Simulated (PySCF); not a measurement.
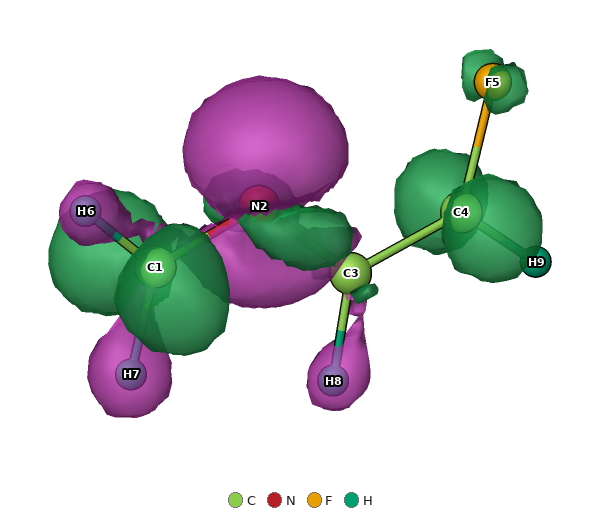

C$_{3}$H$_{4}$FN, SMILES `C=N/C=C\F`. Unrelaxed difference density of S₁ less the ground state (full linear response singlet states), ±0.05 e/Å³; green: gain, purple: loss.

PySCF calculation, B3LYP/6-311+G**, gas phase; geometry: GFN2-xTB. No frequency check shows the geometry to be a minimum.

Input

```python
import numpy as np
from pyscf import gto, scf, dft, tdscf
from pyscf.scf import atom_ks, atom_hf
from scipy.linalg import block_diag

def solve(mol, dm0=None, hcore=None):
    mf = (dft.UKS if mol.spin else dft.RKS)(mol, xc='b3lyp')
    mf.grids.level = 3
    mf = mf.density_fit(auxbasis='def2-universal-jkfit')
    mf.conv_tol, mf.max_cycle = 1e-8, 80
    if hcore is not None:
        mf.get_hcore = lambda *args: hcore
    mf.kernel(dm0)
    if not mf.converged:
        mf = mf.newton().run(mf.mo_coeff, mf.mo_occ, max_cycle=30)
    assert mf.converged, 'SCF not converged'
    return mf

mol = gto.M(atom='''
C      2.18237    -0.18857     0.00000
N      0.93840    -0.38641     0.00000
C      0.06958     0.68042     0.00000
C     -1.25150     0.51536     0.00000
F     -1.83909    -0.68002     0.00000
H      2.83606    -1.04661     0.00000
H      2.64903     0.80333     0.00000
H      0.46176     1.69948     0.00000
H     -1.96658     1.32563     0.00000
''', basis='6-311+g**', charge=0, spin=0, verbose=4)
mf = solve(mol)
td = mf.TDDFT()
td.nstates, td.singlet, td.conv_tol = 4, True, 1e-5
td.kernel()
td.analyze()
x, y = np.array([p[0] for p in td.xy]), np.array([p[1] + 0 * p[0] for p in td.xy])
f, mu = td.oscillator_strength(), td.transition_dipole()
nto = [td.get_nto(state=i + 1, verbose=4) for i in range(len(td.e))]
# spherically averaged free atoms, for the promolecule
atm = atom_ks.get_atm_nrks(mol, xc='b3lyp')
pro = block_diag(*[(atm[a[0]][2] * atm[a[0]][3]) @ atm[a[0]][2].T for a in mol._atom])
np.savez('result.npz', e=td.e, f=f, ok=td.converged, w=[n[0] for n in nto], nto=[n[1] for n in nto], x=x, y=y, c=mf.mo_coeff, occ=mf.mo_occ, eps=mf.mo_energy, pro=pro, mu=mu)
```

Launched as:

```sh
OMP_NUM_THREADS=1 python input.py
```

The run took 3.9 min on 1 thread of Intel(R) Xeon(R) CPU @ 2.60GHz (Ice Lake), with other jobs on the host, peak memory 0.76 GiB.

### How does the charge move on excitation?

0.77 e is displaced in all, of which about 0.5 e passes between atoms: N2 (0.40 e) and H8 (0.04 e) lose electrons and C1 (0.24 e) and C4 (0.16 e) gain them. The state: 4.38 eV (283 nm), f = 0.001 (very weak), n → π*; the leading pair carries 100 %; hole on N2 (61 %), C1 (12 %) and C3 (9 %), electron on C1 (35 %), N2 (22 %) and C4 (18 %); their centroids lie 0.3 Å apart.
